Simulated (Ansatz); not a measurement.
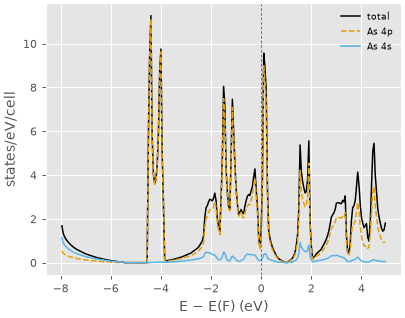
Total and projected density of states of As in space group I4_132 (No. 214; As on 8a), PBEsol (plane waves, PAW; program Ansatz)

**Question.** Which orbitals carry the states next to the Fermi level?

**Answer.** Within 0.5 eV of the Fermi level: As 4p 91 %, As 4s 7 %. Projections are on Löwdin-orthogonalised atomic valence shells; empty p or d shells of many metals are not among them.

**Question.** Where is the tallest occupied peak in this window, and what makes it?

**Answer.** Near -4.4 eV, about 11 states/eV per cell; the largest projected share is As 4p.

The start of the workflow was typed in or built on a structure type; neither database checked (COD, Materials Project) lists it. It is not the phase usual at ambient conditions (space group No. 166). The PBEsol relaxation kept the symmetry of its start. At this level the phase is dynamically unstable (imaginary phonons). The volume moved by 54 % from the start of the relaxation. Spin–orbit coupling is left out wherever it is not named.

Potentials: the later of the program's two PAW sets.
